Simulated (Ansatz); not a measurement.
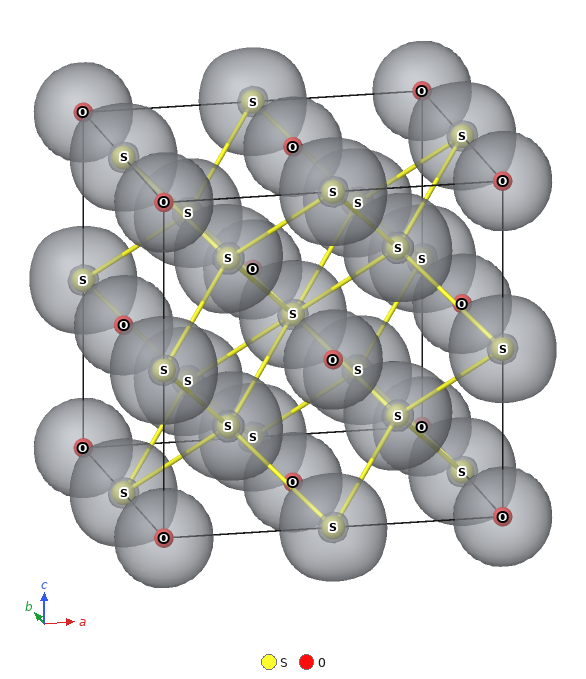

*S3O. Isosurface of the valence electron density at 0.6 e/Å³ (grey), seen at an oblique angle. Sticks mark near contacts.*

Space group Fm-3m; a structure generated by program, which may or may not match a known phase.

All numbers below come from Ansatz, DFT PBE+D3(BJ), scalar-relativistic, plane waves, PAW.

The density is the valence pseudo-density of a PAW calculation; it isn't the true density close to the nuclei.

Question: What does this surface tell about the bonding?

Answer: At this value the density breaks into separate islands; it holds about 55 % of the electrons treated as valence. It bridges none of the near contacts. It is pinched off along the sampled S–S (2.53 Å) and S–O (2.53 Å) contacts. On the grid the lowest density along these lines, outside the cores, is 0.42 e/Å³ (S–S, 2.53 Å) and 0.25 e/Å³ (S–O, 2.53 Å).
